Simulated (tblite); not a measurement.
C$_{8}$H$_{10}$AlN: geometry relaxation (part 4 of 4)

Continued. System: C$_{8}$H$_{10}$AlN, SMILES CC#[N+][AlH2-][c]1ccccc1. Method: GFN2-xTB geometry optimisation, gas phase (tblite 0.8.0). 

Geometry of the input (Å):
```
Al 2.7299  -0.2187  -0.0149
C  0.7593  -0.0526  -0.0296
C  0.1428  1.0928  -0.4720
C  -1.2673  1.2292  -0.4931
C  -2.0498  0.1568  0.0133
C  -1.4475  -1.0046  0.4634
C  -0.0453  -1.1023  0.4549
H  3.5969  1.0091  -0.5540
H  3.3981  -1.5525  0.5360
H  0.7112  1.9365  -0.8465
H  -1.7485  2.1228  -0.8476
H  -3.1448  0.2399  0.0058
H  -2.0591  -1.8269  0.8607
H  0.4205  -2.0317  0.8307
N  2.7072  -1.0479  -1.8361
C  2.7088  -1.5520  -2.8640
C  2.7169  -2.1618  -4.1987
H  3.6783  -2.6680  -4.3954
H  1.9171  -2.9166  -4.2602
H  2.5560  -1.4032  -4.9668
```

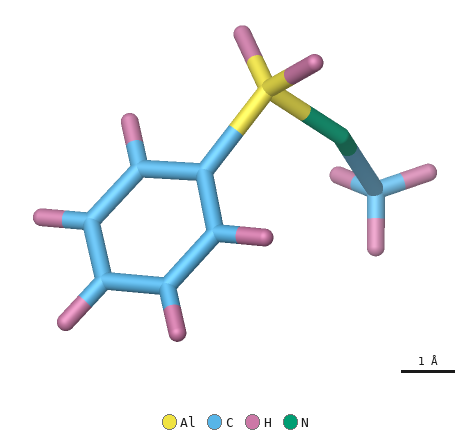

Figure 1. The geometry at step 106 of the log (stick view, seen at a tilt).

**Trajectory as extended XYZ, continued**
```
20
Properties=species:S:1:pos:R:3:forces:R:3 step=91 energy=-712.13969
Al    2.7437   -0.2071   -0.1421   -0.0070   0.0000   0.0050
C     0.7347   -0.1371   -0.1161   -0.0040  -0.0030  -0.0110
C     0.1053    1.0410   -0.5367   -0.0030  -0.0110  -0.0060
C    -1.2662    1.2075   -0.4637   -0.0010  -0.0030   0.0090
C    -2.0559    0.1852    0.0378    0.0000   0.0050   0.0230
C    -1.4667   -0.9948    0.4630    0.0000   0.0080   0.0030
C    -0.0937   -1.1483    0.3843   -0.0040   0.0010  -0.0120
H     3.4569    1.1142   -0.5829    0.0030   0.0020   0.0040
H     3.4805   -1.1986    0.8081    0.0030   0.0190   0.0130
H     0.7240    1.8437   -0.9291    0.0100  -0.0150   0.0220
H    -1.7247    2.1331   -0.7884    0.0020  -0.0150  -0.0050
H    -3.1278    0.3112    0.1068   -0.0020  -0.0030  -0.0140
H    -2.0827   -1.7905    0.8626    0.0000   0.0060  -0.0140
H     0.3594   -2.0751    0.7211    0.0110   0.0230   0.0040
N     3.0032   -1.2130   -1.8332    0.0010  -0.0100   0.0090
C     2.8601   -1.6004   -2.9031    0.0010  -0.0020  -0.0040
C     2.6947   -2.1010   -4.2250   -0.0030   0.0020  -0.0020
H     3.5981   -2.6282   -4.5326   -0.0060  -0.0040  -0.0130
H     1.8466   -2.7852   -4.2478   -0.0020  -0.0050  -0.0080
H     2.5075   -1.2714   -4.9064    0.0010   0.0030  -0.0040
20
Properties=species:S:1:pos:R:3:forces:R:3 step=94 energy=-712.14039
Al    2.7464   -0.2070   -0.1392    0.0130   0.0130  -0.0110
C     0.7381   -0.1371   -0.1091   -0.0100  -0.0130  -0.0220
C     0.1092    1.0393   -0.5340   -0.0020   0.0060   0.0040
C    -1.2624    1.2064   -0.4656    0.0000  -0.0120   0.0060
C    -2.0526    0.1841    0.0347   -0.0180   0.0060  -0.0090
C    -1.4655   -0.9974    0.4581   -0.0060   0.0100  -0.0030
C    -0.0924   -1.1498    0.3834   -0.0050  -0.0030   0.0070
H     3.4491    1.1080   -0.6172    0.0040   0.0030   0.0110
H     3.5004   -1.1743    0.8220   -0.0070   0.0210   0.0170
H     0.7281    1.8417   -0.9254    0.0270  -0.0010   0.0160
H    -1.7192    2.1311   -0.7961    0.0010  -0.0250   0.0070
H    -3.1249    0.3082    0.0953   -0.0130   0.0010   0.0000
H    -2.0825   -1.7965    0.8500    0.0010   0.0170  -0.0110
H     0.3585   -2.0772    0.7186    0.0260  -0.0030   0.0150
N     3.0005   -1.2395   -1.8141   -0.0170  -0.0450  -0.0630
C     2.8530   -1.6121   -2.8893    0.0050  -0.0020   0.0120
C     2.6859   -2.0941   -4.2193    0.0040   0.0010   0.0010
H     3.5890   -2.6220   -4.5328   -0.0560   0.0270   0.0000
H     1.8337   -2.7759   -4.2551    0.0470   0.0450   0.0000
H     2.5049   -1.2508   -4.8882    0.0070  -0.0500   0.0240
20
Properties=species:S:1:pos:R:3:forces:R:3 step=97 energy=-712.14265
Al    2.7553   -0.2045   -0.1363    0.0410   0.0120  -0.0480
C     0.7469   -0.1406   -0.0929    0.0170  -0.0180  -0.0180
C     0.1219    1.0347   -0.5253    0.0240   0.0100   0.0230
C    -1.2497    1.2012   -0.4709    0.0050   0.0000  -0.0190
C    -2.0452    0.1803    0.0224   -0.0180  -0.0310  -0.0790
C    -1.4624   -1.0042    0.4421   -0.0030  -0.0100  -0.0150
C    -0.0890   -1.1559    0.3818    0.0130  -0.0100   0.0320
H     3.4260    1.0854   -0.7217    0.0090   0.0150   0.0170
H     3.5586   -1.0910    0.8622   -0.0320   0.0300   0.0170
H     0.7473    1.8349   -0.9099    0.0240   0.0200   0.0020
H    -1.7022    2.1205   -0.8187   -0.0190   0.0150   0.0270
H    -3.1186    0.2994    0.0600   -0.0280   0.0130   0.0260
H    -2.0822   -1.8117    0.8089   -0.0230   0.0110   0.0270
H     0.3613   -2.0837    0.7146    0.0090  -0.0330   0.0230
N     2.9874   -1.3293   -1.7584   -0.0400  -0.0480  -0.0580
C     2.8311   -1.6504   -2.8491    0.0110  -0.0010   0.0490
C     2.6596   -2.0703   -4.1986    0.0100   0.0050  -0.0020
H     3.5533   -2.5979   -4.5320    0.0140   0.0040  -0.0200
H     1.8004   -2.7374   -4.2739   -0.0050   0.0350   0.0230
H     2.4975   -1.1945   -4.8274   -0.0080  -0.0190  -0.0070
20
Properties=species:S:1:pos:R:3:forces:R:3 step=100 energy=-712.14607
Al    2.7727   -0.1993   -0.1497    0.0250  -0.0080  -0.0320
C     0.7631   -0.1500   -0.0715    0.0050  -0.0060   0.0070
C     0.1461    1.0284   -0.5097   -0.0110  -0.0260  -0.0170
C    -1.2281    1.1913   -0.4849    0.0040  -0.0050  -0.0230
C    -2.0350    0.1678   -0.0135    0.0340  -0.0220  -0.0320
C    -1.4569   -1.0178    0.4121    0.0130  -0.0290  -0.0140
C    -0.0810   -1.1689    0.3833    0.0000  -0.0010  -0.0250
H     3.3936    1.0421   -0.8840    0.0170   0.0210   0.0200
H     3.6371   -0.9570    0.9025   -0.0410   0.0400   0.0000
H     0.7812    1.8273   -0.8872   -0.0220  -0.0140   0.0330
H    -1.6783    2.1068   -0.8456    0.0020   0.0360   0.0400
H    -3.1105    0.2891    0.0129    0.0480  -0.0060  -0.0120
H    -2.0850   -1.8310    0.7521   -0.0100   0.0160   0.0470
H     0.3663   -2.1012    0.7128   -0.0410   0.0180   0.0210
N     2.9551   -1.4740   -1.6708   -0.0580  -0.0210  -0.0790
C     2.7973   -1.7086   -2.7836    0.0130   0.0040   0.0730
C     2.6227   -2.0287   -4.1593    0.0070   0.0050   0.0040
H     3.5032   -2.5547   -4.5232    0.0640  -0.0200  -0.0450
H     1.7488   -2.6656   -4.2864   -0.0500  -0.0050   0.0340
H     2.4848   -1.1110   -4.7297    0.0010   0.0230   0.0010
20
Properties=species:S:1:pos:R:3:forces:R:3 step=103 energy=-712.14814
Al    2.7745   -0.1988   -0.1567   -0.0090   0.0050  -0.0020
C     0.7646   -0.1528   -0.0724   -0.0020  -0.0030   0.0000
C     0.1481    1.0262   -0.5097   -0.0080  -0.0200  -0.0240
C    -1.2260    1.1900   -0.4879    0.0030  -0.0050  -0.0150
C    -2.0327    0.1646   -0.0205    0.0220  -0.0040  -0.0010
C    -1.4560   -1.0206    0.4084    0.0020  -0.0100  -0.0130
C    -0.0802   -1.1711    0.3823   -0.0040  -0.0080  -0.0270
H     3.3942    1.0394   -0.8940    0.0200   0.0310   0.0030
H     3.6377   -0.9421    0.9020   -0.0170   0.0190   0.0170
H     0.7850    1.8258   -0.8819   -0.0180  -0.0050   0.0220
H    -1.6769    2.1077   -0.8436    0.0170   0.0170   0.0370
H    -3.1077    0.2886    0.0097    0.0400  -0.0140  -0.0250
H    -2.0870   -1.8304    0.7518    0.0060   0.0130   0.0380
H     0.3660   -2.1019    0.7161   -0.0310   0.0050   0.0200
N     2.9467   -1.4876   -1.6638   -0.0320   0.0030   0.0250
C     2.7954   -1.7130   -2.7785    0.0010  -0.0190  -0.0460
C     2.6218   -2.0254   -4.1561    0.0060  -0.0090  -0.0140
H     3.5029   -2.5513   -4.5244    0.0010   0.0000  -0.0240
H     1.7428   -2.6577   -4.2815   -0.0050   0.0000   0.0160
H     2.4838   -1.1043   -4.7225    0.0100   0.0050   0.0150
20
Properties=species:S:1:pos:R:3:forces:R:3 step=106 energy=-712.15045
Al    2.7760   -0.1967   -0.1623   -0.0150   0.0260   0.0230
C     0.7652   -0.1576   -0.0771    0.0020  -0.0170  -0.0190
C     0.1489    1.0216   -0.5124    0.0180   0.0040  -0.0030
C    -1.2241    1.1882   -0.4917    0.0130  -0.0020   0.0060
C    -2.0290    0.1609   -0.0279   -0.0110   0.0060   0.0010
C    -1.4555   -1.0236    0.4045    0.0010   0.0060   0.0020
C    -0.0803   -1.1744    0.3787    0.0030  -0.0150   0.0040
H     3.3994    1.0486   -0.8913    0.0020  -0.0080  -0.0010
H     3.6319   -0.9215    0.9166   -0.0130   0.0080  -0.0130
H     0.7877    1.8246   -0.8699    0.0070   0.0240  -0.0180
H    -1.6744    2.1112   -0.8342    0.0200   0.0050   0.0150
H    -3.1021    0.2857    0.0022   -0.0300  -0.0080  -0.0200
H    -2.0889   -1.8264    0.7596    0.0150  -0.0020   0.0170
H     0.3631   -2.1004    0.7257   -0.0020  -0.0300   0.0060
N     2.9339   -1.5007   -1.6638   -0.0080   0.0150   0.0080
C     2.7970   -1.7208   -2.7819    0.0070  -0.0100   0.0080
C     2.6233   -2.0272   -4.1608   -0.0060   0.0090   0.0060
H     3.5017   -2.5517   -4.5385   -0.0250  -0.0050  -0.0020
H     1.7384   -2.6531   -4.2793    0.0170  -0.0120  -0.0190
H     2.4848   -1.1016   -4.7195    0.0060   0.0060   0.0000
20
Properties=species:S:1:pos:R:3:forces:R:3 step=109 energy=-712.15112
Al    2.7747   -0.1928   -0.1611    0.0010   0.0020  -0.0080
C     0.7659   -0.1609   -0.0798   -0.0030  -0.0040  -0.0100
C     0.1516    1.0206   -0.5134   -0.0060  -0.0060   0.0030
C    -1.2217    1.1872   -0.4922   -0.0030   0.0020   0.0130
C    -2.0290    0.1603   -0.0305    0.0030  -0.0060   0.0000
C    -1.4550   -1.0240    0.4033    0.0000   0.0010   0.0120
C    -0.0798   -1.1772    0.3782   -0.0030   0.0050  -0.0010
H     3.4002    1.0491   -0.8925   -0.0010   0.0000  -0.0030
H     3.6295   -0.9125    0.9196   -0.0020   0.0000  -0.0010
H     0.7890    1.8272   -0.8692   -0.0010  -0.0190  -0.0040
H    -1.6702    2.1129   -0.8295    0.0130   0.0050   0.0030
H    -3.1034    0.2835   -0.0035    0.0100  -0.0030  -0.0150
H    -2.0869   -1.8255    0.7638    0.0040   0.0000   0.0050
H     0.3611   -2.1043    0.7287   -0.0070   0.0090  -0.0130
N     2.9289   -1.5038   -1.6622    0.0050   0.0170   0.0110
C     2.7978   -1.7251   -2.7809   -0.0100   0.0070   0.0140
C     2.6225   -2.0263   -4.1608    0.0010  -0.0030   0.0040
H     3.4974   -2.5519   -4.5427    0.0080  -0.0090  -0.0020
H     1.7387   -2.6524   -4.2817   -0.0080  -0.0070  -0.0130
H     2.4858   -1.0990   -4.7167   -0.0010   0.0110   0.0030
20
Properties=species:S:1:pos:R:3:forces:R:3 step=112 energy=-712.15134
Al    2.7745   -0.1911   -0.1615    0.0070  -0.0060  -0.0130
C     0.7659   -0.1624   -0.0814    0.0020  -0.0020  -0.0010
C     0.1521    1.0195   -0.5135   -0.0020  -0.0020   0.0040
C    -1.2209    1.1871   -0.4910    0.0010   0.0010   0.0010
C    -2.0285    0.1598   -0.0309    0.0000   0.0020  -0.0020
C    -1.4549   -1.0242    0.4040   -0.0010   0.0000   0.0010
C    -0.0800   -1.1778    0.3775   -0.0010   0.0020   0.0030
H     3.3999    1.0479   -0.8982   -0.0030   0.0040   0.0020
H     3.6306   -0.9105    0.9180   -0.0010   0.0050   0.0050
H     0.7896    1.8253   -0.8702    0.0030  -0.0120  -0.0030
H    -1.6669    2.1138   -0.8286    0.0000   0.0020   0.0050
H    -3.1027    0.2824   -0.0077    0.0000   0.0000  -0.0060
H    -2.0859   -1.8263    0.7645   -0.0040   0.0010   0.0050
H     0.3599   -2.1052    0.7272    0.0030  -0.0020  -0.0070
N     2.9278   -1.5040   -1.6583    0.0000   0.0040  -0.0210
C     2.7958   -1.7254   -2.7770   -0.0080   0.0000  -0.0060
C     2.6213   -2.0249   -4.1584   -0.0010  -0.0030   0.0050
H     3.4960   -2.5516   -4.5414   -0.0030   0.0090   0.0110
H     1.7376   -2.6518   -4.2832    0.0060   0.0150   0.0000
H     2.4859   -1.0956   -4.7130    0.0020  -0.0160   0.0180
20
Properties=species:S:1:pos:R:3:forces:R:3 step=115 energy=-712.15149
Al    2.7760   -0.1905   -0.1650   -0.0020  -0.0050   0.0040
C     0.7672   -0.1647   -0.0819    0.0010  -0.0040   0.0030
C     0.1538    1.0179   -0.5122    0.0060  -0.0030  -0.0050
C    -1.2189    1.1864   -0.4910    0.0030   0.0010  -0.0040
C    -2.0275    0.1584   -0.0343   -0.0010   0.0060   0.0100
C    -1.4545   -1.0251    0.4028   -0.0010   0.0010  -0.0030
C    -0.0797   -1.1789    0.3775    0.0000  -0.0070  -0.0020
H     3.3980    1.0455   -0.9089   -0.0010   0.0060  -0.0010
H     3.6339   -0.8993    0.9203    0.0000   0.0040   0.0000
H     0.7923    1.8222   -0.8695    0.0060   0.0020  -0.0030
H    -1.6631    2.1142   -0.8276   -0.0050   0.0000   0.0020
H    -3.1016    0.2809   -0.0142   -0.0060  -0.0010  -0.0030
H    -2.0858   -1.8269    0.7636   -0.0040   0.0030   0.0010
H     0.3592   -2.1071    0.7259    0.0050  -0.0060   0.0000
N     2.9245   -1.5112   -1.6533    0.0020   0.0040   0.0000
C     2.7918   -1.7294   -2.7725    0.0000  -0.0050  -0.0080
C     2.6189   -2.0227   -4.1547   -0.0040  -0.0020  -0.0040
H     3.4928   -2.5484   -4.5399    0.0070   0.0020   0.0100
H     1.7342   -2.6458   -4.2849   -0.0090  -0.0030   0.0020
H     2.4855   -1.0905   -4.7034    0.0030   0.0060   0.0010
20
Properties=species:S:1:pos:R:3:forces:R:3 step=118 energy=-712.15155
Al    2.7763   -0.1908   -0.1658    0.0000   0.0060   0.0010
C     0.7678   -0.1659   -0.0814   -0.0020  -0.0020  -0.0020
C     0.1551    1.0170   -0.5122   -0.0010  -0.0010  -0.0020
C    -1.2177    1.1862   -0.4913    0.0000  -0.0010   0.0010
C    -2.0270    0.1587   -0.0344    0.0020  -0.0020  -0.0020
C    -1.4545   -1.0254    0.4021    0.0000  -0.0010   0.0010
C    -0.0796   -1.1801    0.3773   -0.0010  -0.0020  -0.0020
H     3.3966    1.0446   -0.9140   -0.0040   0.0000   0.0020
H     3.6360   -0.8937    0.9214    0.0020   0.0010   0.0010
H     0.7942    1.8210   -0.8697    0.0030  -0.0030  -0.0010
H    -1.6620    2.1142   -0.8274    0.0000  -0.0020   0.0010
H    -3.1016    0.2803   -0.0171    0.0050   0.0020   0.0040
H    -2.0861   -1.8271    0.7627   -0.0030   0.0040  -0.0010
H     0.3596   -2.1085    0.7252   -0.0020  -0.0010   0.0000
N     2.9236   -1.5143   -1.6516    0.0020   0.0010   0.0020
C     2.7901   -1.7316   -2.7708   -0.0010   0.0000   0.0030
C     2.6172   -2.0219   -4.1535   -0.0010   0.0010  -0.0010
H     3.4919   -2.5467   -4.5378    0.0010  -0.0020   0.0020
H     1.7316   -2.6435   -4.2857   -0.0030  -0.0020  -0.0010
H     2.4856   -1.0874   -4.6990    0.0010   0.0030  -0.0040
```

**Key numbers**

| quantity | value |
| --- | --- |
| outcome | converged |
| total energy | −712.1516 eV |
| hardware | 1 CPU thread, shared host |
| wall time | 1 s |
| peak memory | 0.42 GiB |
